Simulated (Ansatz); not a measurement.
# GeH2 (SMILES [H][Ge][H]) at CCSDT(Q)/STO-3G

What is the vertical electron affinity of GeH2 at CCSDT(Q)/STO-3G? 

Program for the calculation: Ansatz 0.2.0.

33 further runs of the same task are left out: 6 that didn't finish, 27 set aside as unsound or not needed.

### Step 1. Starting point

GeH2: 3 atoms, total charge 0, spin state singlet. As SMILES, `[H][Ge][H]`. Geometry: a GFN2-xTB relaxation, a rough one for these elements and not checked as a minimum.

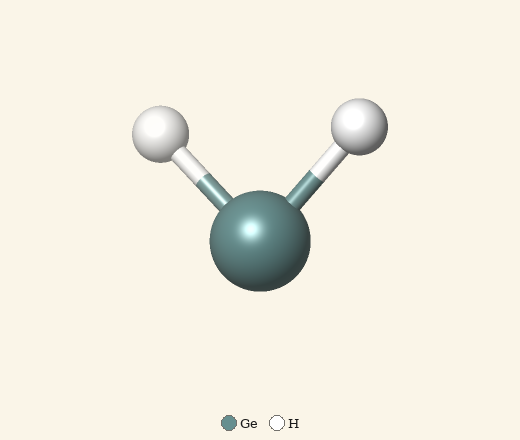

The structure, seen from a chosen angle (germanium teal, hydrogen white).

### Step 2. The energy at CCSDT(Q)/STO-3G

input.yaml reads:

```yaml
crystal:
  periodic: [false, false, false]
  atoms:
    - symbol: Ge
      position_ang: [0.004590, -0.009050, -0.781020]
    - symbol: H
      position_ang: [1.098840, -0.017820, 0.398440]
    - symbol: H
      position_ang: [-1.103430, 0.026870, 0.382580]
basis:
  gaussian:
    orbitals: STO-3G
total_charge: 0
correlation:
  method: ccsdt_q
  frozen_orbitals: {Ge: 9, H: 0}
scf:
  omitted_lower_state_checks: [cluster_reference, increment]
accuracy: high
```

The run is started by

```bash
$ ansatz run input.yaml --threads 1 --pin off --max-ram 2610MiB --events-out events.jsonl --progress --plain --runs-dir runs
```

Output (excerpt; [...] marks lines left out):

```text
Warning: RAYON_NUM_THREADS=1 ignored (pool sized by the plan → 1); use --threads N
Functional definition: HF
  name "HF"
[...]
235 factors; integrals over basis functions are off by at most 1.3e-8 eV
[...]
mean field -55860.01793559 eV, -2052.8177958530 hartree, gradient 1.7e-8 eV, S^2 0.000000; 0 other end points of the search recorded, 0 dependent functions left out; unrestricted orbitals would lower it
9 core orbitals not correlated: weight in the atoms' cores, before any rotation towards them, 1.000 or more for the frozen orbitals, at most 0.000 for the correlated occupied ones
reference -55860.01793559 eV, -2052.8177958530 hartree; 8, 8 occupied and 3, 3 virtual orbitals, 235 factors
second order -0.92885420 eV of doubles, -0.00000000 eV of singles
cycle   1  -1.24605107 eV  change   -3.2e-1 eV  update   5.9e-2
[...]
cycle  23  -1.47074656 eV  change   -1.0e-9 eV  update   1.4e-9
perturbative correction -0.00124307 eV, -0.0000456821 hartree
Total energy: -55861.48992523 eV, -2052.8718904743 hartree
Checks for a lower state left out: cluster_reference, increment
```

Run time: 0.54 s. Hardware: 1 thread of Arm Neoverse V1, shared host.

### Step 3. The doublet anion, same level

run.yaml reads:

```yaml
crystal:
  periodic: [false, false, false]
  atoms:
    - {symbol: Ge, position_ang: [0.004590, -0.009050, -0.781020]}
    - {symbol: H, position_ang: [1.098840, -0.017820, 0.398440]}
    - {symbol: H, position_ang: [-1.103430, 0.026870, 0.382580]}
basis:
  gaussian:
    orbitals: STO-3G
total_charge: -1
magnetization:
  spin_polarized: true
  initial_magnetization: 1
correlation:
  method: ccsdt_q
  frozen_orbitals: {Ge: 9, H: 0}
accuracy: high
scf:
  omitted_lower_state_checks: [cluster_reference, increment]
```

The run is started by

```bash
$ ansatz run run.yaml --threads 1 --pin off --max-ram 2610MiB --events-out events.jsonl --progress --plain --runs-dir runs
```

Output (excerpt; [...] marks lines left out):

```text
Warning: RAYON_NUM_THREADS=1 ignored (pool sized by the plan → 1); use --threads N
[... 2 set-up lines as earlier in the session ...]
[...]
235 factors; integrals over basis functions are off by at most 1.3e-8 eV
[...]
mean field -55855.67061255 eV, -2052.6580346779 hartree, gradient 4.0e-8 eV, S^2 0.757309; 0 other end points of the search recorded, 0 dependent functions left out
9 core orbitals not correlated: weight in the atoms' cores, before any rotation towards them, 1.000 or more for the frozen orbitals, at most 0.000 for the correlated occupied ones
reference -55855.67061255 eV, -2052.6580346779 hartree; 9, 8 occupied and 2, 3 virtual orbitals, 235 factors
second order -0.71160402 eV of doubles, -0.00000000 eV of singles
cycle   1  -0.93835296 eV  change   -2.3e-1 eV  update   4.4e-2
[...]
cycle  25  -1.08417061 eV  change   -1.2e-9 eV  update   1.9e-9
perturbative correction 0.00004345 eV, 0.0000015966 hartree
Total energy: -55856.75473972 eV, -2052.6978756164 hartree
Checks for a lower state left out: cluster_reference, increment
```

Wall time 0.68 s (1 thread of Arm Neoverse V1, shared host).

### Step 4. Outcome

At CCSDT(Q)/STO-3G, 9 core orbitals frozen:

| quantity | value |
| --- | --- |
| singlet GeH2: total energy | -2052.87189 Eh |
| singlet GeH2: correlation energy (9 core orbitals frozen) | -54.1 mEh |
| singlet GeH2: T1 diagnostic | 0.006 |
| doublet anion: total energy | -2052.69788 Eh |
| doublet anion: correlation energy (9 core orbitals frozen) | -39.8 mEh |
| doublet anion: ⟨S²⟩ of the reference determinant | 0.757 |
| doublet anion: T1 diagnostic | 0.005 |
| vertical electron affinity (to the doublet anion) | -4.735 eV |

The anion lies 4.74 eV (457 kJ/mol) above the neutral: the electron isn't bound at this level, and such a value depends on the basis. Without diffuse functions anions come out too high. In a minimal basis such a difference can be off by several eV, whatever the method. The restricted solution (singlet GeH2) is unstable to spin breaking: an unrestricted one lies lower.
